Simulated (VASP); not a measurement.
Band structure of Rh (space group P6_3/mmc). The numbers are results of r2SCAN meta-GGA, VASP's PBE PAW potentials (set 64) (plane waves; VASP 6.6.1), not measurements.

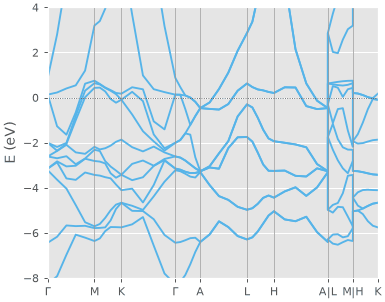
Fig. 1. Bands along high-symmetry lines, zero at the valence-band maximum or, without a gap, the Fermi level

Question: Read the plot: is there a gap, and where are the band edges?

Answer: It has no gap at this level: it comes out as a metal or semimetal.

The structure comes from a computed database's Rh entry (P6_3/mmc); how it stands against other phases isn't given here. It was relaxed first.
